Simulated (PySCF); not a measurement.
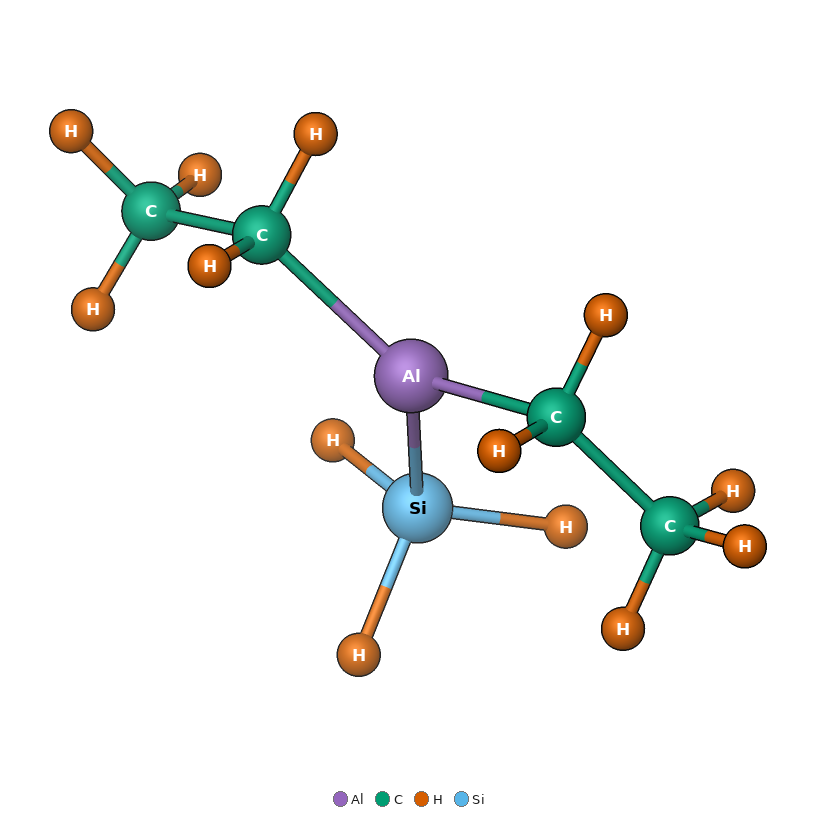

The picture shows a molecular structure as a ball-and-stick model.

The computed structure is the end point of a PBE0-D3(BJ)/def2-SVP optimisation. No frequency run is at hand to confirm it as a minimum.

Count the atoms of each element.

C4H13AlSi, 19 atoms: 4 carbon, 13 hydrogen, 1 aluminium and 1 silicon.

How many bonds of each kind are drawn?

10 C–H, 3 Si–H, 2 C–C, 2 C–Al, 1 Al–Si.

Name functional groups in it.

Among them: Si–H bond.

Give a SMILES string for it.

C[CH2][Al]([SiH3])[CH2]C

More results for the same structure follow; atom numbers are the same in all pictures, views and colours differ.

## Core levels

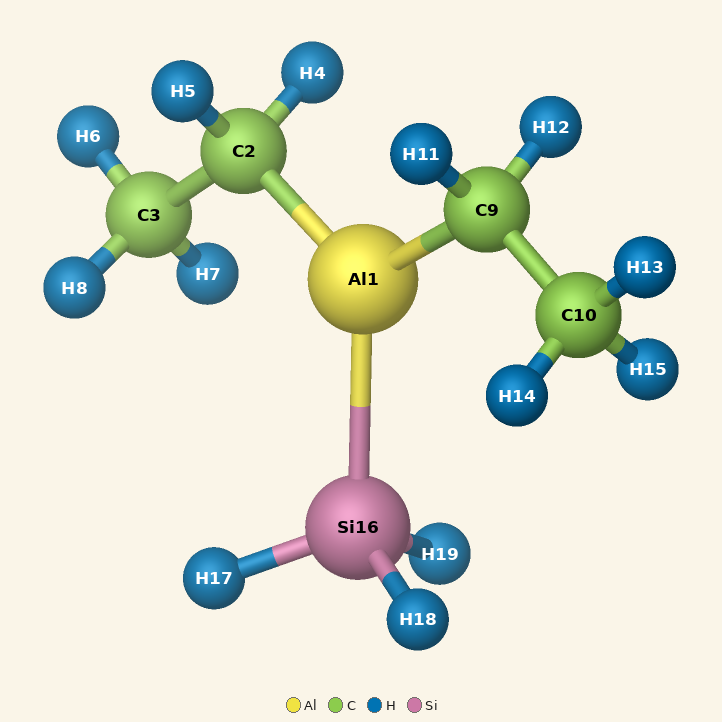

No frequency run is at hand to confirm it as a minimum. Level of theory: delta-SCF UKS SCAN, pcX-2 on the ionised atom (unc-x2c-TZVPall on a metal), pcseg-1 elsewhere, spin-free X2C (PySCF 2.14.0).

Give the core-electron binding energies (to vacuum; p and d levels without spin–orbit splitting) of Al1 1s, Al1 2p, C2 1s, C3 1s, Si16 1s, Si16 2p.

```csv
atom,level,binding energy (eV)
Al1,1s,1566.0
Al1,2p,79.7
C2,1s,289.5
C3,1s,290.4
Si16,1s,1845.5
Si16,2p,106.0
```

## Levels of theory compared

No frequency run is at hand to confirm it as a minimum. Program: PySCF 2.14.0.

At this fixed geometry, give HOMO energy (eV) at these levels: B3LYP/pcSseg-1 (pcSseg-2 on Al); CAM-B3LYP/def2-SVPD; PBE/pcSseg-1 (pcSseg-2 on Al); PBE0/pcSseg-1 (pcSseg-2 on Al).

```csv
level,HOMO energy (eV)
B3LYP/pcSseg-1 (pcSseg-2 on Al),−6.83
CAM-B3LYP/def2-SVPD,−8.25
PBE/pcSseg-1 (pcSseg-2 on Al),−5.93
PBE0/pcSseg-1 (pcSseg-2 on Al),−7.03
```

## Excitation

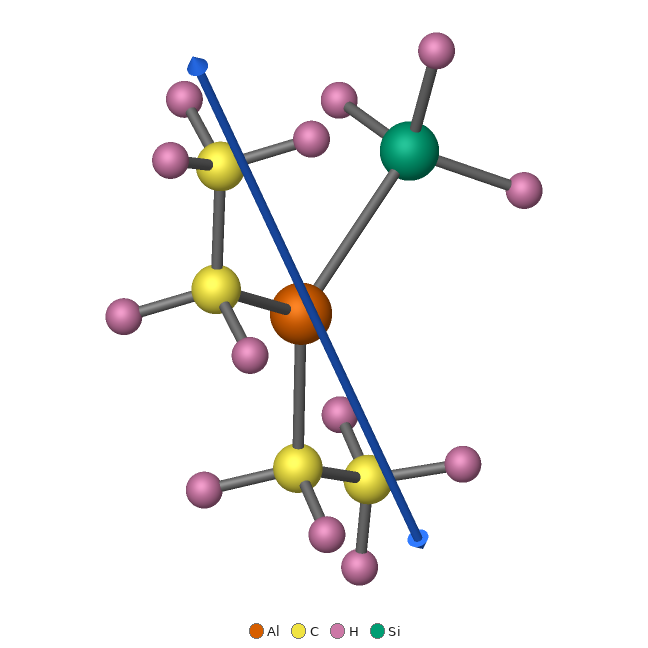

The double arrow shows the direction of the transition dipole to excited singlet state 4 (its length means nothing). No frequency run is at hand to confirm it as a minimum. Method: TDDFT CAM-B3LYP/def2-SVPD, vertical, gas phase, core orbitals frozen in the response (PySCF 2.14.0).

Where does the transition lie, and how strong is it?

6.25 eV (198 nm), oscillator strength 0.057, mainly HOMO−1 → LUMO+1 (weight 0.89); transition dipole 1.55 D.
